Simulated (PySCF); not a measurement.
Ge(OH)3(nPr), C3H10GeO3, SMILES [OH][Ge]([OH])([CH2]CC)[OH], GFN2-xTB optimised geometry. Atoms within 1.6 Å of the plane z = 0.6 Å (x, y, z in Å): Ge4 (-0.59, 0.30, 0.00), O5 (-1.07, -0.35, 1.56), O6 (1.16, 0.30, 0.00), O7 (-1.09, 1.98, 0.00), H12 (-1.55, -2.59, -0.49), H15 (-1.83, 0.08, 1.95), H16 (1.55, -0.31, 0.62), H17 (-0.45, 2.59, -0.36).

Method: PBE0/def2-SVP (PySCF 2.14.0).

Map of the Laplacian of the electron density (e/bohr⁵), clipped to [-1.50, 1.50] on the plane z = 0.6 Å:

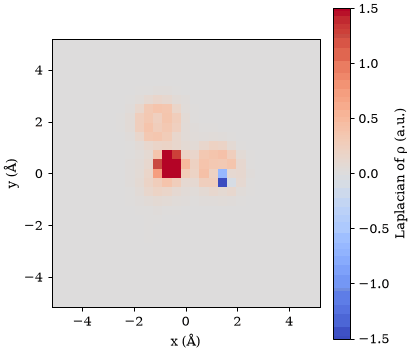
Laplacian of the electron density (e/bohr⁵), clipped to [-1.50, 1.50] on the plane z = 0.6 Å.
